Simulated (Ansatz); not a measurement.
Input

```
crystal:
  periodic: [false, false, false]
  atoms:
    - {symbol: F, position_ang: [0.329707, 1.140517, 0.307700]}
    - {symbol: B, position_ang: [0.000002, -0.000002, 0.000002]}
    - {symbol: F, position_ang: [-0.329718, -1.140515, -0.307702]}
basis:
  gaussian: {orbitals: def2-TZVPP}
total_charge: 1
hamiltonian: {xc: pbe0, dispersion: d4}
output: {orbitals: {seedname: orbitals}}
```

Command:

```sh
ansatz run in.yaml --threads 2 --pin off --events-out ev --progress --plain --max-ram 32768MiB --backend cpu
```

Geometry: PBE0-D4/def2-TZVP.

Computed with RKS PBE0-D4/def2-TZVPP (Ansatz 0.2.0).

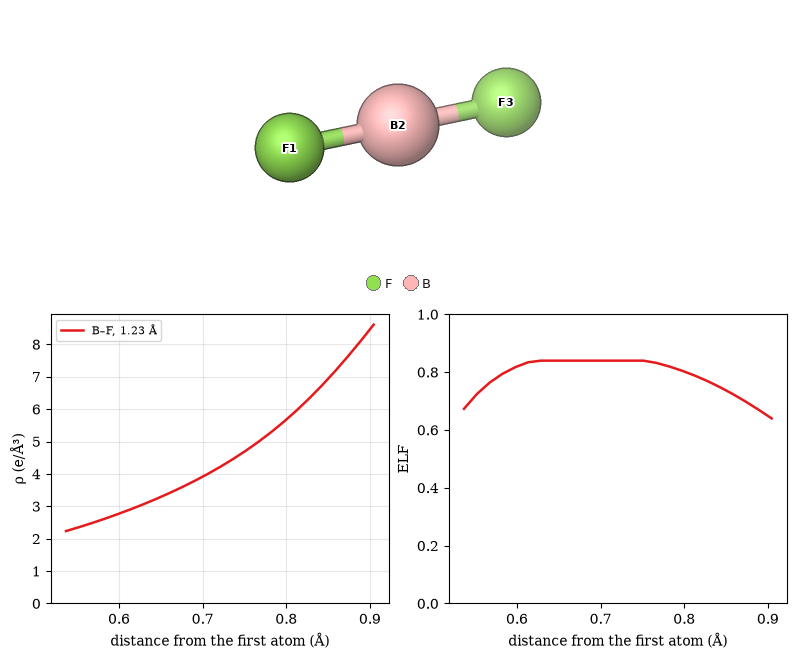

BF2 (SMILES F[B+]F) (charge +1). Total electron density and electron localisation function along straight lines between neighbouring atoms. The curves leave out the atomic cores. The structure is drawn too.

Q: What kind of bonding do the profiles show?

A: B–F (1.23 Å): ρ is about 2.9 e/Å³ halfway; the ELF peaks at about 0.85 between the atoms, as expected for a polar covalent bond.
